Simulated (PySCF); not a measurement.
SMILES [GeH3][GeH2][GeH2][GeH3] at its GFN2-xTB optimised geometry (Å):

```
14

Ge     3.0085    -1.3098     0.0000
Ge     0.6261    -1.3098     0.0000
Ge    -0.4983     0.8116     0.0000
Ge    -2.8051     0.8681    -0.5893
H      3.6035     0.0638     0.1041
H      3.6045    -1.8996    -1.2439
H      3.6096    -2.0845     1.1352
H      0.1329    -2.1376    -1.1702
H      0.1266    -2.1326     1.1709
H      0.2550     1.7765    -0.8938
H     -0.3185     1.4648     1.3555
H     -3.0447     0.7487    -2.0651
H     -3.6096    -0.2366     0.0282
H     -3.4896     2.1376    -0.1770
```

Method: CAM-B3LYP/def2-TZVP (PySCF).

Map of the electron localisation function on the plane z = 1.2 Å:

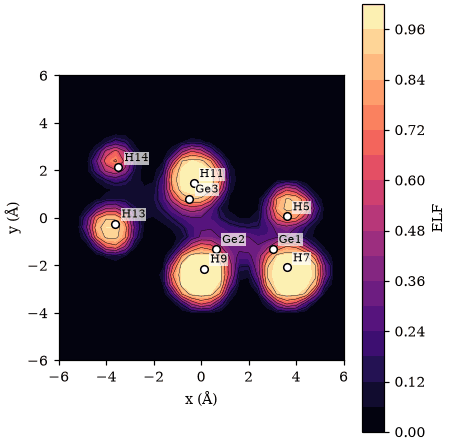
Figure: Electron localisation function on the plane z = 1.2 Å.
